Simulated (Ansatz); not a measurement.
The parent structure is GaN in the zinc blende structure (space group F-43m, No. 216; a = 4.498 Å).

Now apply this change: a fraction x = 0.75 of the Ga sites is given to Al, ordered in a cell of 8 atoms (starting symmetry I-42m) and fully relaxed.

The values are results of Ansatz (a program for electronic structure), r2SCAN, PAW, cutoff 500 eV, spin-orbit coupling left out, not measurements.

The zone is the changed cell's own and can be folded.

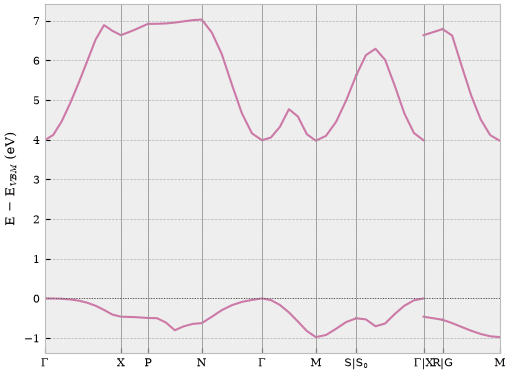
Highest valence and lowest conduction band along the path of the changed cell's own zone

Q: Read the changed gap and its character from the plot.

A: About 4.0 eV, indirect, Γ → M.

These are small ordered cells, not random alloys; other orderings at the same x differ. No phonon test of stability was made. This is not the structure that GaN has at room temperature and ambient pressure. Labels are those of the standard path for the cell's own space group.
